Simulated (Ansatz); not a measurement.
# F2GeH···H2 (doublet): what the fields show

Input

```
crystal:
  periodic: [false, false, false]
  atoms:
    - { symbol: Ge, position_ang: [-0.011288, 0.020542, -0.234355] }
    - { symbol: H, position_ang: [0.024766, -0.042497, 2.52487] }
    - { symbol: F, position_ang: [1.576053, -0.018391, -0.891067] }
    - { symbol: H, position_ang: [-0.725507, 1.257471, -0.812718] }
    - { symbol: F, position_ang: [-0.771473, -1.373628, -0.89073] }
    - { symbol: H, position_ang: [-0.029652, 0.050403, 3.229001] }
magnetization:
  spin_polarized: true
  initial_magnetization: 1
basis:
  gaussian: { orbitals: def2-SVP }
hamiltonian:
  xc: hf
relax:
  f_tol: 0.03
  max_steps: 50
output:
  orbitals: {}
```

Run with:

```sh
ansatz run input.yaml --threads 2 --pin off --max-ram 3072MiB --backend cpu --events-out ev --progress --plain --runs-dir out
```

The fields are those of the run's last geometry, not of the input's.

All numbers below come from UHF/def2-SVP in Ansatz.

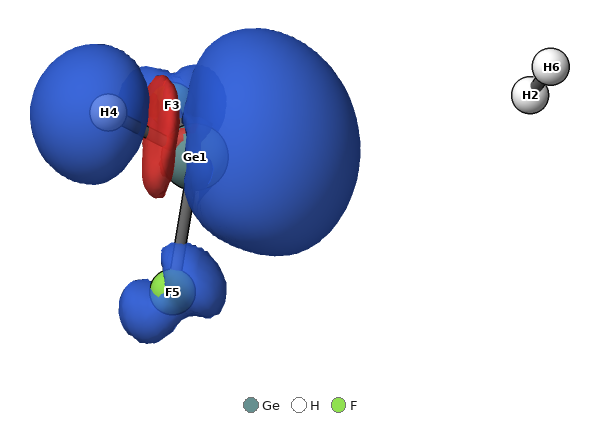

Figure 1. Isosurfaces of the spin density (α minus β) at +0.015 (blue) and −0.015 e/Å³ (red), seen at a tilt.

> Which atoms carry the spin?

The unpaired spin (1 electron) lies mostly on Ge1 (about 0.8) and H4 (about 0.1), in electrons by Hirshfeld's partition.

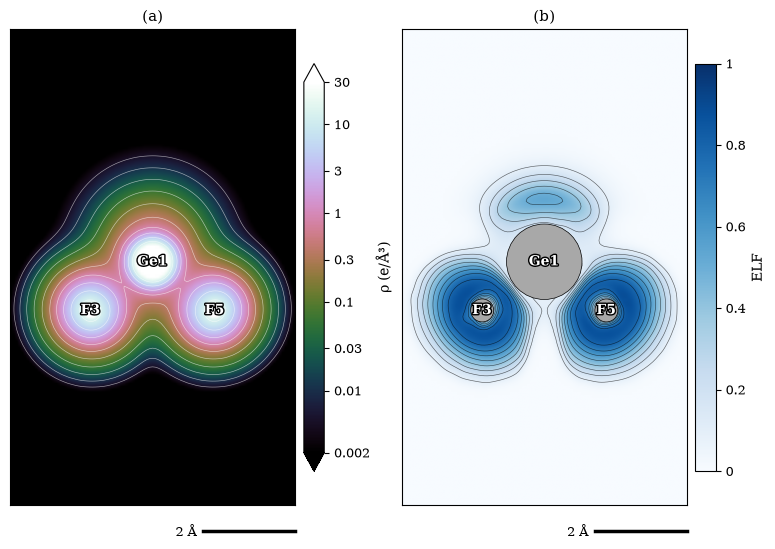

Figure 2. (a) total electron density; (b) electron localisation function on the plane of atoms F3, Ge1 and F5. Grey discs cover the atomic cores in the ELF map.

> Describe what can be read from this map.

- The section cuts through Ge and F sites.
- Ge–F (1.72 Å): ρ is about 0.94 e/Å³ halfway; the ELF peaks at about 0.80 in the valence shell of F, 0.5 Å from its nucleus, and is about 0.25 at the midpoint.
- The ELF also peaks beside F3 and F5, away from the bonds: non-bonding electrons, paired or unpaired.

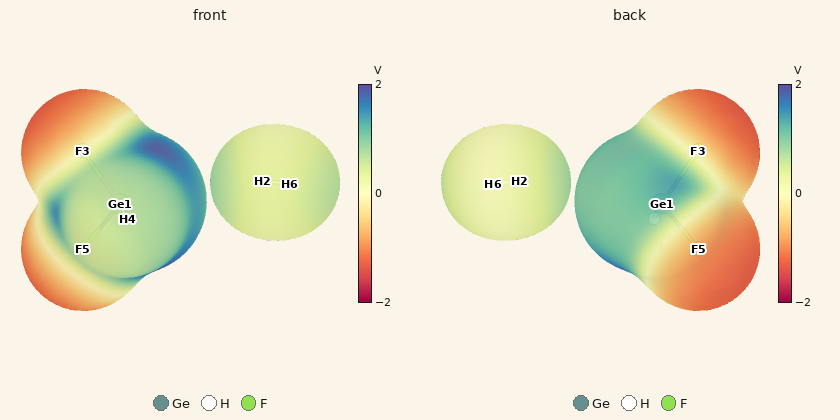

Figure 3. The molecular electrostatic potential painted on the density surface at 0.001 e/bohr³, seen from the front and from behind; the colour scale runs from red (negative) to blue (positive).

> Describe the electrostatic potential map.

The most negative region (about −1.3 V) lies over F3 and F5, the most positive (about +1.9 V) over Ge1.
